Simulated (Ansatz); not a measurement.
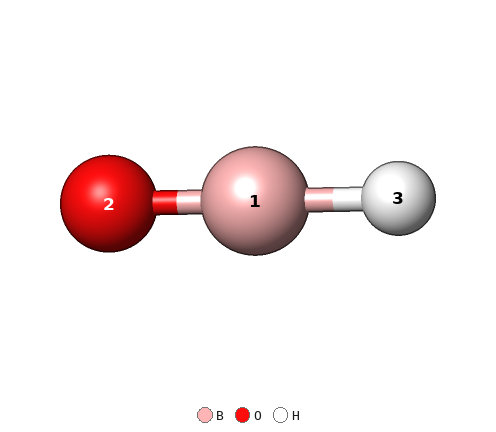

Atoms carry their numbers in the input. Computed geometry: PBE0-D4/def2-TZVP optimisation.

Which atoms are bonded, and how long are the bonds?

| bond | length (Å) |
| --- | --- |
| B1–O2 | 1.198 |
| B1–H3 | 1.173 |
